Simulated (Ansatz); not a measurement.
# AlH3OF2: saddle-point search

System: AlH3OF2.
Method: RKS PBE0-D4/def2-TZVP (Ansatz 0.2.0).

The geometry is a guess of a transition state. The reaction was set up to form Al1–H6 and O2–H5 and to break Al1–O2 and H5–H6 (atoms counted from 1 in the order of the input); sticks are drawn by distance alone. Figures and captions count atoms from 1; the log counts them from 0 in places.

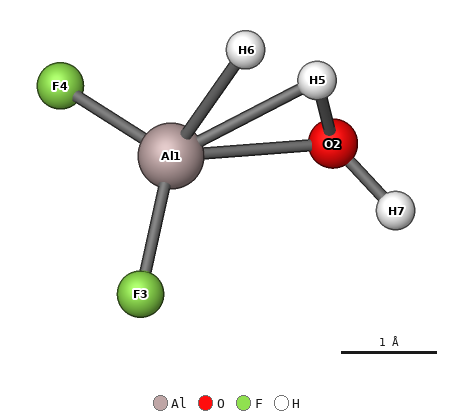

The structure as given in the input (ball-and-stick view, seen at a tilt; atoms are numbered from 1 in the order of the input). Sticks mark near contacts. Bond lengths as drawn: Al–F 1.65 to 1.66 Å, Al–H 1.75 to 1.79 Å, Al–O 1.82 Å and H–O 0.97 to 1.26 Å.

Results in brief

```csv
quantity,value
outcome,converged
total energy,−14123.9494 eV
mean-field energy,−14123.8734 eV
dispersion energy,−0.0761 eV
largest force (length of the vector) at the end,under 0.001 eV/Å
dipole moment,3.27 D
hardware,"2 CPU threads, shared host"
wall time,75 s (CPU time 2.3 min)
peak memory,0.32 GiB
```

Notes

The order of the saddle point was not checked.

Input file
```yaml
crystal:
  periodic: [false, false, false]
  atoms:
    - {symbol: Al, position_ang: [-0.640786, -0.093166, -0.288072]}
    - {symbol: O, position_ang: [1.014104, 0.613207, -0.034346]}
    - {symbol: F, position_ang: [-0.622567, -1.501899, -1.162101]}
    - {symbol: F, position_ang: [-1.872376, 0.990936, -0.498240]}
    - {symbol: H, position_ang: [0.576378, 0.061289, 1.008520]}
    - {symbol: H, position_ang: [-0.292850, -0.374849, 1.405281]}
    - {symbol: H, position_ang: [1.838196, 0.304481, -0.431043]}
basis:
  gaussian: {orbitals: def2-TZVP}
hamiltonian: {xc: pbe0, dispersion: d4}
saddle:
  f_tol: 0.01
  max_steps: 50
  order_check: false
  mode_guess:
    - [-0.2823, -0.1795, 0.2696]
    - [-0.0292, -0.0960, 0.2798]
    - [0.0375, 0.0238, -0.0668]
    - [-0.0158, 0.0523, -0.0786]
    - [0.5771, 0.3080, -0.4373]
    - [-0.2404, -0.0774, -0.0947]
    - [-0.0469, -0.0313, 0.1281]
```

Log
```
Functional definition: PBE0
  name "PBE0"
  cite "Adamo & Barone, J. Chem. Phys. 110, 6158 (1999) doi:10.1063/1.478522"
  cite "Perdew, Burke & Ernzerhof, Phys. Rev. Lett. 77, 3865 (1996) doi:10.1103/PhysRevLett.77.3865"
  parent pbe
  parameter a = 0.25
  parameter kappa = 0.804
  parameter beta = 0.06672455060314922
  exchange = (1 - a)*pbe_x(kappa = kappa, mu = beta*pi^2/3) + a*exact_x
  correlation = pbe_c(beta = beta)
874 factors; their error is unknown
mean field evaluation 1: about -14116.6758 eV, gradient 7.0e1 eV
mean field evaluation 2: about -14103.9838 eV, gradient 1.1e2 eV
mean field evaluation 4: about -14123.8033 eV, gradient 3.7e0 eV
mean field evaluation 8: about -14123.8643 eV, gradient 2.8e-2 eV
mean field -14123.86426002 eV, -519.0424380568 hartree, gradient 5.6e-5 eV, S^2 0.000000; 0 other end points of the search recorded, 0 dependent functions left out
the calculation of the forces begins
reference -14123.86428930 eV, -519.0424391327 hartree; 21, 21 occupied and 127, 127 virtual orbitals, 874 factors
these checks for a lower state are left out or cut short: stability, starts, cluster_reference, orbital_swaps, neighbouring_geometries, increment
874 factors; their error is unknown
mean field evaluation 16: about -14123.8217 eV, gradient 6.5e-1 eV
mean field -14123.86262664 eV, -519.0423780312 hartree, gradient 1.4e-6 eV, S^2 0.000000; 0 other end points of the search recorded, 0 dependent functions left out
[... from here on the field's lines of each further geometry are left out, up to the last ...]
saddle step   1: F+E_penalty+E_count = -14123.94004508 eV  max|allowed force component| = 3.652e-1 eV/Å  curvature = -9.8917 eV/Å²  mode residual = 5.92e-1 eV/Å²  Δτ_max = 0.0000 Å  (1 rotations, 3 force calls, 68 SCF iters)  cluster: 3 rotations left out, max|force component along them| = 1.418e-7 eV/Å
saddle step   2: F+E_penalty+E_count = -14123.94479480 eV  max|allowed force component| = 2.013e-1 eV/Å  curvature = -9.8825 eV/Å²  mode residual = 6.70e-1 eV/Å²  Δτ_max = 0.0231 Å  (1 rotations, 3 force calls, 73 SCF iters)  cluster: 3 rotations left out, max|force component along them| = 7.692e-8 eV/Å
saddle step   3: F+E_penalty+E_count = -14123.94794185 eV  max|allowed force component| = 1.072e-1 eV/Å  curvature = -9.6546 eV/Å²  mode residual = 7.91e-1 eV/Å²  Δτ_max = 0.0185 Å  (1 rotations, 3 force calls, 74 SCF iters)  cluster: 3 rotations left out, max|force component along them| = 7.882e-8 eV/Å
saddle step   4: F+E_penalty+E_count = -14123.94861809 eV  max|allowed force component| = 5.074e-2 eV/Å  curvature = -9.7624 eV/Å²  mode residual = 2.82e-1 eV/Å²  Δτ_max = 0.0043 Å  (1 rotations, 3 force calls, 75 SCF iters)  cluster: 3 rotations left out, max|force component along them| = 8.059e-8 eV/Å
saddle step   5: F+E_penalty+E_count = -14123.94887310 eV  max|allowed force component| = 5.006e-2 eV/Å  curvature = -9.7631 eV/Å²  mode residual = 2.97e-1 eV/Å²  Δτ_max = 0.0051 Å  (1 rotations, 3 force calls, 73 SCF iters)  cluster: 3 rotations left out, max|force component along them| = 8.104e-8 eV/Å
saddle step   6: F+E_penalty+E_count = -14123.94908067 eV  max|allowed force component| = 2.925e-2 eV/Å  curvature = -9.9080 eV/Å²  mode residual = 2.68e-1 eV/Å²  Δτ_max = 0.0087 Å  (1 rotations, 3 force calls, 74 SCF iters)  cluster: 3 rotations left out, max|force component along them| = 8.229e-8 eV/Å
saddle step   7: F+E_penalty+E_count = -14123.94925119 eV  max|allowed force component| = 2.096e-2 eV/Å  curvature = -9.8336 eV/Å²  mode residual = 1.89e-1 eV/Å²  Δτ_max = 0.0057 Å  (1 rotations, 3 force calls, 74 SCF iters)  cluster: 3 rotations left out, max|force component along them| = 8.229e-8 eV/Å
saddle step   8: F+E_penalty+E_count = -14123.94934218 eV  max|allowed force component| = 1.566e-2 eV/Å  curvature = -9.7907 eV/Å²  mode residual = 1.70e-1 eV/Å²  Δτ_max = 0.0063 Å  (1 rotations, 3 force calls, 74 SCF iters)  cluster: 3 rotations left out, max|force component along them| = 8.256e-8 eV/Å
saddle step   9: F+E_penalty+E_count = -14123.94939571 eV  max|allowed force component| = 8.646e-3 eV/Å  curvature = -9.7878 eV/Å²  mode residual = 1.18e-1 eV/Å²  Δτ_max = 0.0042 Å  (1 rotations, 9 force calls, 206 SCF iters)  cluster: 3 rotations left out, max|force component along them| = 8.284e-8 eV/Å
the calculation of the forces begins
reference -14123.87349161 eV, -519.0427773115 hartree; 21, 21 occupied and 127, 127 virtual orbitals, 874 factors
874 factors; their error is unknown
mean field -14123.87336049 eV, -519.0427724929 hartree, gradient 7.9e-5 eV, S^2 0.000000; 1 other end points of the search recorded, 0 dependent functions left out
the calculation of the forces begins
reference -14123.87338967 eV, -519.0427735653 hartree; 21, 21 occupied and 127, 127 virtual orbitals, 874 factors
saddle step  10: F+E_penalty+E_count = -14123.94941373 eV  max|allowed force component| = 1.983e-4 eV/Å  curvature = -9.8347 eV/Å² (error put at 0.0096; -9.8443 at half of saddle.amplitude)  mode residual = 9.28e-2 eV/Å²  Δτ_max = 0.0029 Å  (1 rotations, 7 force calls, 161 SCF iters)  cluster: 3 rotations left out, max|force component along them| = 8.302e-8 eV/Å
```

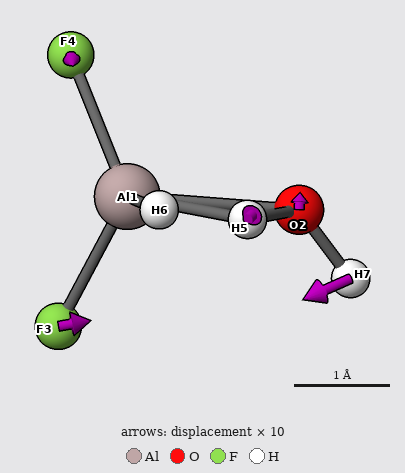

The starting structure with the displacements as pink arrows, magnified 10 times (ball-and-stick view, seen at a tilt). The two geometries are laid on each other by the best rigid fit. The largest move after the best rigid fit is that of H7, 0.060 Å. Largest moves by element: H 0.060 Å, F 0.036 Å, O 0.020 Å, Al 0.005 Å. Distances before and after: O2–H5 1.258 → 1.237 Å, Al1–F4 1.654 → 1.638 Å, Al1–F3 1.658 → 1.644 Å, Al1–H5 1.785 → 1.773 Å. Among the angles that change: Al1–O2–H7 126.6° → 122.8°, H5–O2–H7 119.8° → 116.4°. (Atoms are counted from 1 in the order of the input.)

```
Total energy: -14123.94944291 eV, -519.0455684700 hartree
Atom 0 at    -0.640529    -0.090786    -0.283180 Å, force    -0.000036    -0.000133    -0.000020 eV/Å
Atom 1 at     1.005896     0.630837    -0.034213 Å, force    -0.000130     0.000034     0.000067 eV/Å
Atom 2 at    -0.594325    -1.479064    -1.161626 Å, force     0.000024     0.000092     0.000053 eV/Å
Atom 3 at    -1.864359     0.978758    -0.487160 Å, force     0.000114    -0.000013     0.000067 eV/Å
Atom 4 at     0.581844     0.080876     0.988915 Å, force    -0.000198    -0.000039    -0.000032 eV/Å
Atom 5 at    -0.292037    -0.377496     1.398379 Å, force     0.000140     0.000105    -0.000111 eV/Å
Atom 6 at     1.803610     0.256874    -0.421116 Å, force     0.000086    -0.000047    -0.000023 eV/Å
Dipole moment:     0.651368    -0.040075     0.191125 e Å
```
